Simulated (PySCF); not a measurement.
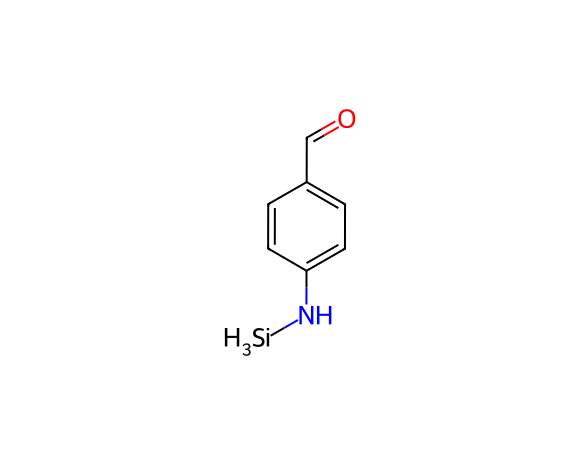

Give its SMILES.

Answer. O=Cc1ccc(N[SiH3])cc1

What is the molecular formula?

Answer. C7H9NOSi.

An optimisation with GFN2-xTB gave a structure of which point group?

Answer. Cs. Other conformers may differ.

The parts below concern this one geometry. Atoms keep their numbers from picture to picture. The geometry was computed by an optimisation with GFN2-xTB. No frequency run is at hand to confirm it as a minimum.

**Geometry**

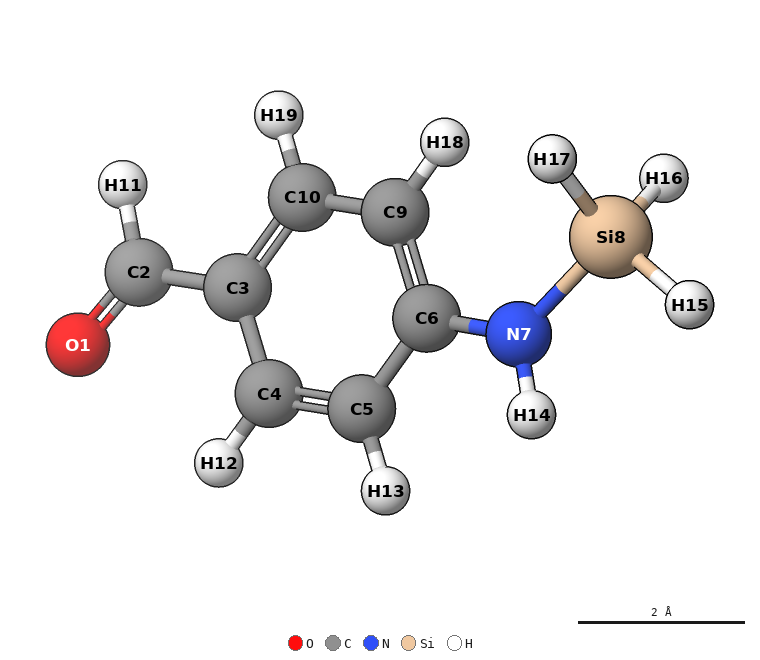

The atoms are numbered. No frequency run is at hand to confirm it as a minimum.

Which atoms are bonded, and how long are the bonds? Leave out bonds to hydrogen.

```tsv
bond	length (Å)	order
O1–C2	1.208	double
C2–C3	1.456	single
C3–C4	1.399	aromatic
C3–C10	1.398	aromatic
C4–C5	1.373	aromatic
C5–C6	1.402	aromatic
C6–N7	1.368	single
C6–C9	1.400	aromatic
N7–Si8	1.738	single
C9–C10	1.375	aromatic
```

**Charges**

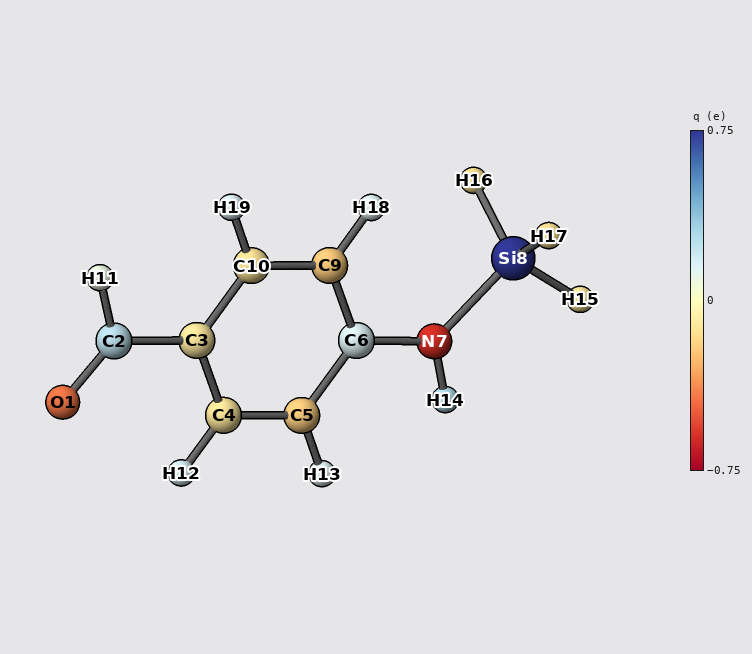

Atoms are coloured by their IAO charges. No frequency run is at hand to confirm it as a minimum. Properties computed with PBE0/pcSseg-1, gas phase (PySCF 2.14.0).

Which atom carries the highest charge (most positive or least negative)?

Answer. Si8 (0.74 e).

And the lowest?

Answer. N7 (−0.59 e).

List the IAO charges.

```
atom  value (e)
  O1      −0.42
  C2       0.24
  C3      −0.10
  C4      −0.11
  C5      −0.20
  C6       0.15
  N7      −0.59
 Si8       0.74
  C9      −0.21
 C10      −0.12
 H11       0.09
 H12       0.17
 H13       0.15
 H14       0.27
 H15      −0.11
 H16      −0.13
 H17      −0.13
 H18       0.15
 H19       0.16
```

**Electronic properties**

No frequency run is at hand to confirm it as a minimum. Level of theory: PBE0/pcSseg-1, gas phase (PySCF 2.14.0).

Predict the main results.

- dipole moment: 5.22 D
- HOMO energy (Kohn–Sham orbital): −6.49 eV
- LUMO energy (Kohn–Sham orbital): −1.43 eV
- HOMO–LUMO gap: 5.06 eV

**NMR shielding**

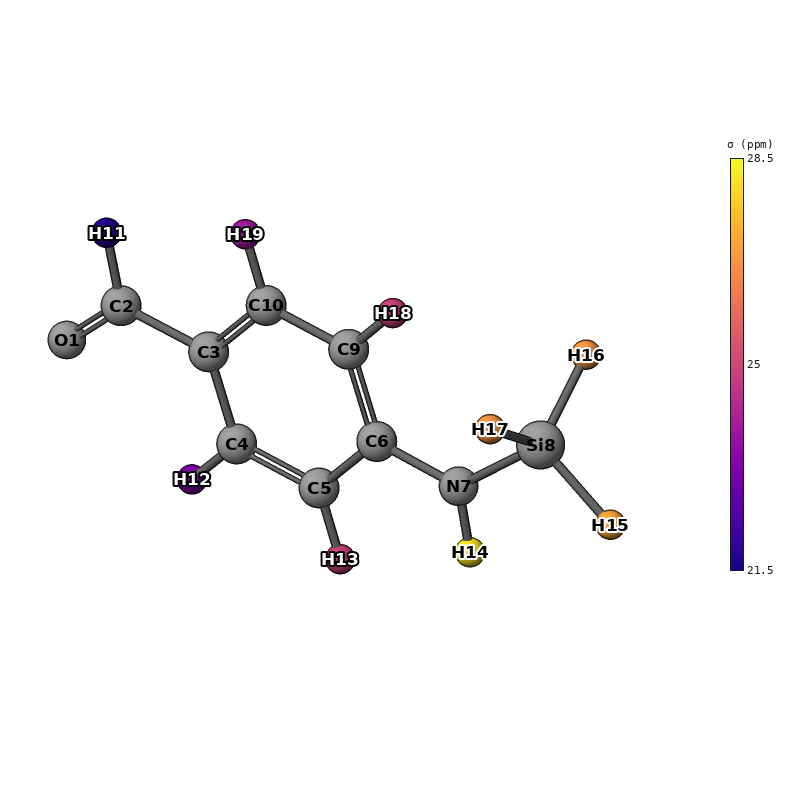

Atoms are coloured by their isotropic NMR shieldings (H only, the others grey). No frequency run is at hand to confirm it as a minimum. Method: GIAO PBE0/pcSseg-1 NMR shielding, non-relativistic, gas phase (PySCF 2.14.0).

List the isotropic NMR shieldings of the H atoms.

| atom | σ (ppm) |
| --- | --- |
| H11 | 21.75 |
| H12 | 23.29 |
| H13 | 24.87 |
| H14 | 28.14 |
| H15 | 27.07 |
| H16 | 26.77 |
| H17 | 26.77 |
| H18 | 24.87 |
| H19 | 23.97 |

The geometry is semi-empirical. Around Si such bond lengths and angles can be off by a tenth of an ångström or more and by several degrees, and values that hang on the shape move with them.
